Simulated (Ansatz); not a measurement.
# SiH4···H5Si2 (doublet): what the fields show

Input

```
crystal:
  periodic: [false, false, false]
  atoms:
    - {symbol: H, position_ang: [-1.084339, -0.100928, -1.455571]}
    - {symbol: Si, position_ang: [1.221518, 1.180514, 0.438150]}
    - {symbol: Si, position_ang: [1.579914, -0.098709, 2.344251]}
    - {symbol: Si, position_ang: [-2.159137, -0.742191, -2.257991]}
    - {symbol: H, position_ang: [0.658793, 2.534302, 0.695134]}
    - {symbol: H, position_ang: [2.396728, 1.282126, -0.469635]}
    - {symbol: H, position_ang: [2.595976, 0.494180, 3.258623]}
    - {symbol: H, position_ang: [0.297906, -0.230061, 3.085771]}
    - {symbol: H, position_ang: [2.044132, -1.450874, 1.935800]}
    - {symbol: H, position_ang: [-3.345204, 0.150198, -2.301016]}
    - {symbol: H, position_ang: [-2.535806, -2.036024, -1.634188]}
    - {symbol: H, position_ang: [-1.670481, -0.982632, -3.639430]}
basis:
  gaussian: {orbitals: def2-TZVPP}
magnetization: {spin_polarized: true, initial_magnetization: 1}
hamiltonian: {xc: pbe0, dispersion: d4}
output: {orbitals: {seedname: orbitals}}
```

Run with:

```sh
ansatz run in.yaml --threads 8 --pin off --events-out ev --progress --plain --max-ram 19148MiB
```

The product side of a reaction path; geometry: PBE0-D4/def2-TZVP; a saddle point, not a minimum.

All numbers below come from Ansatz 0.2.0, UKS PBE0-D4/def2-TZVPP.

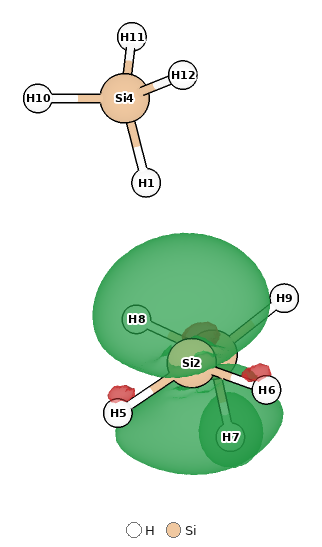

Figure 1. Isosurfaces of the spin density (α minus β) at +0.015 (green) and −0.015 e/Å³ (red), seen at an oblique angle.

Where is the unpaired spin?

Answer. The unpaired spin (1 electron) lies mostly on Si2 (about 0.8) and Si3 (about 0.1), in electrons by Hirshfeld's partition.

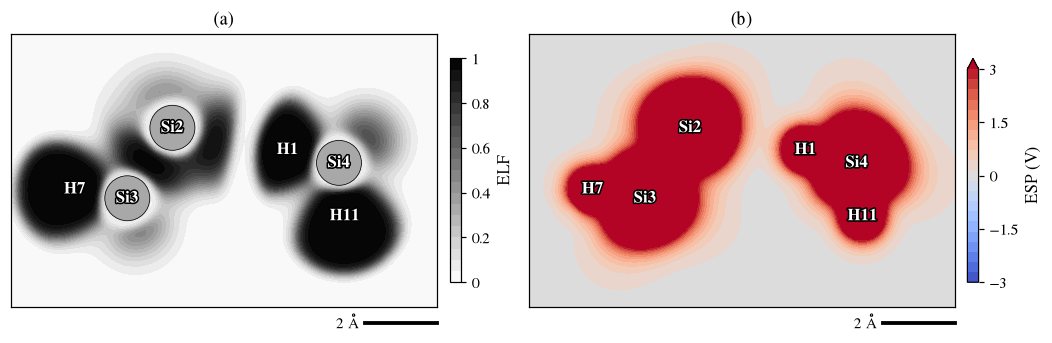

Figure 2. (a) ELF; (b) molecular electrostatic potential on the plane of atoms Si2, Si3 and H7. Grey discs cover the atomic cores in the ELF map.

Describe what can be read from this map.

Answer. The section cuts through H and Si sites. Si2···H1 (3.25 Å): the ELF dips to about 0.05 between them: a weak contact between the two molecules. Si–Si (2.32 Å): the ELF peaks at about 1 between the atoms; a covalent bond. Si–H (1.49 Å): the ELF climbs to about 1 towards the hydrogen, as it does in any bond to H. The potential has no marked negative region in this plane.

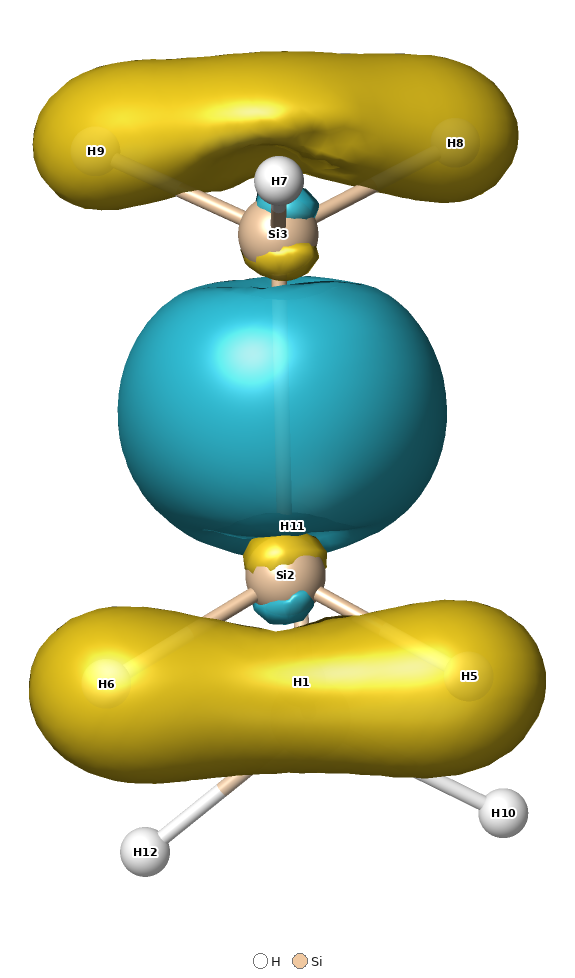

Figure 3. The HOMO−1 (α) at ±0.15 Å⁻³ᐟ² (yellow and cyan are the two phases), seen at an oblique angle.

What is the character of this orbital?

Answer. It lies mainly on Si2 (about 40 %), Si3 (about 35 %), H6 (about 10 %) and H5 (about 10 %). Its energy is −8.76 eV.
